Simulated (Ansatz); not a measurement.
Consider GaSb in the zinc blende structure (space group F-43m, No. 216; a = 6.1115 Å).

One thing is altered: the cell is scaled by 0.9900 in all directions, atoms relaxed at fixed cell.

Calculations: Ansatz (a quantum-chemistry and plane-wave program) PBEsol, no SOC.

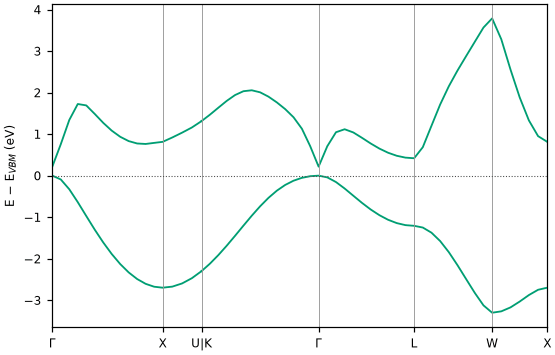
Highest valence and lowest conduction band along the path of the changed cell's own zone

### Question
Read the changed gap and its character from the plot.

### Answer
About 0.2 eV, direct at Γ.

With Sb present, leaving out spin-orbit coupling can change the band edges. The cells carry an imposed strain or load. No phonon test of stability was made. All final runs are without spin polarisation.
